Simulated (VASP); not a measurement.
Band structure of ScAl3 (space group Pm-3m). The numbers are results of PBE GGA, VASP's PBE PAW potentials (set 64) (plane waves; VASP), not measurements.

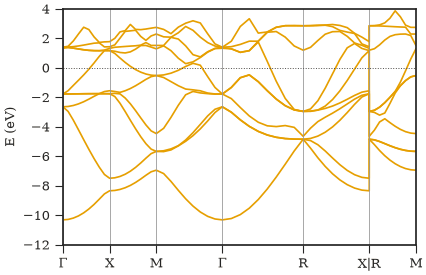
Figure: Bands along high-symmetry lines, zero at the valence-band maximum or, without a gap, the Fermi level

**Question.** Read the plot: is there a gap, and where are the band edges?

**Answer.** It has no gap at this level: it comes out as a metal or semimetal.

The structure comes from a computed database's ScAl3 entry; how it stands against other phases isn't given here. The cell was not relaxed at this level.
